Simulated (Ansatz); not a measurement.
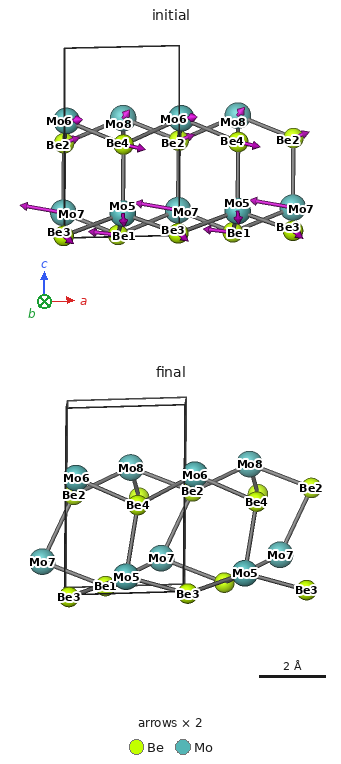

The structure of solid BeMo (built on the zinc blende_216 type) (coarse preliminary run) before (top) and after (bottom) a relaxation, at one scale. The purple arrows give the displacements (the part carried along by the change of the cell is left out), 2 times their true length.

A ball-and-stick model of the cell of the calculation, reduced to other axes, repeated 2 × 1 × 1 with one cell outlined, seen along the b axis. Lengths and directions refer to the drawn axes.

The calculation used DFT PBE, scalar-relativistic, plane waves, PAW (Ansatz). (plane-wave cutoff 420 eV; k-point mesh 6 × 4 × 4; occupations gaussian; smearing width 0.1 eV; no spin polarisation; cell and atoms relaxed; force threshold 0.015 eV/Å; at most 120 steps)

**What changed between the two?**

The run was cut off at its time limit before the relaxation converged, so the last structure is only a point on the way. The atom that moves furthest relative to the cell is Mo7 (0.69 Å roughly along [−3 0 1]). Largest moves by element: Mo 0.69 Å, Be 0.50 Å. Cell: a 3.505 → 3.632 Å (+3.6 %), b 6.122 → 5.989 Å (−2.2 %), c 6.171 → 6.148 Å (−0.4 %), α 69.8° → 65.9°, β 88.0° → 87.0°, γ 87.7° → 87.0°. Volume −1.9 %. Some distances before and after: Mo5–Mo8 3.518 → 2.912 Å, Mo7–Mo8 3.404 → 3.026 Å, Mo5–Mo7 3.362 → 2.992 Å, Be1–Mo7 2.052 → 2.259 Å. Bond angles that change, for instance: Be1–Mo7–Be3 110.1° → 83.1°, Mo5–Be1–Mo8 105.2° → 81.1°, Be1–Mo7–Be2 108.7° → 131.4°. The space group stays P1 (No. 1). The energy falls by 281 meV per atom in 4 geometry steps. Largest force component: 1.6 eV/Å at the start, 1.5 eV/Å at the end. The pressure goes from 3.35 to −0.18 GPa.
